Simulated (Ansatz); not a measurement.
The starting structures come from a database of crystals and need not be the phases stable at ambient conditions.

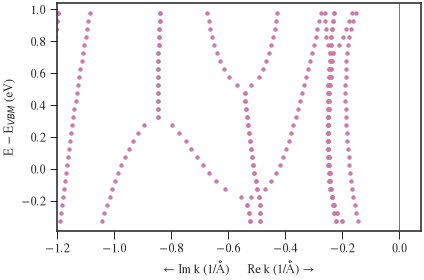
Fig. 1. Complex bands at the centre of the two-dimensional zone; PBEsol (Ansatz, an electronic-structure program)

The gap is the functional's own, uncorrected, and κ follows it; spin-orbit coupling is left out. Mid-gap values are interpolated between the computed energies.

Q: This is Tl$_{2}$SiHgSe$_{4}$ (I-42m, not sure to be the ambient phase, 8 atoms a cell, 26.6 Å³ an atom) along the normal of (110). Read off the slowest decay at the centre of the two-dimensional zone at 0.33 eV, the computed energy nearest the middle of the gap.

A: κ ≈ 0.19 1/Å, a decay length 1/(2κ) of the density of 2.7 Å.
